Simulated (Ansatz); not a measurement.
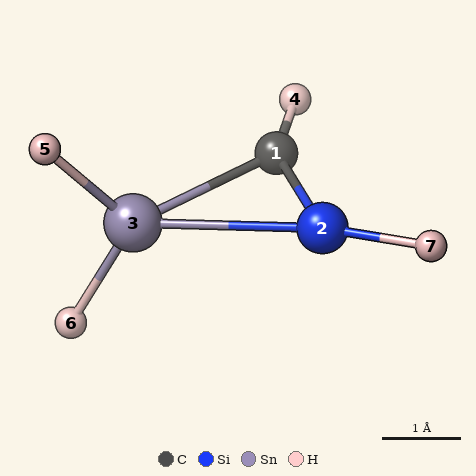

Orthographic view. Depth is shown by fading: the farther an atom, the more it takes the colour of the background. The geometry was computed by an optimisation with PBE-D4/def2-SVP. No frequency run is at hand to confirm it as a minimum.

Write a Z-matrix (Å, degrees) in the order of the atom numbers, with these reference atoms: 2 to 1; 3 to 1, 2; 4 to 1, 2, 3; 5 to 3, 1, 4; 6 to 3, 5, 1; 7 to 2, 1, 4.

```
C  
Si   1   1.737
Sn   1   2.190   2    77.8
H    1   1.101   2   147.2   3   179.9
H    3   1.734   1   120.8   4   -74.0
H    3   1.734   5   111.3   1  -150.8
H    2   1.518   1   132.5   4     0.1
```
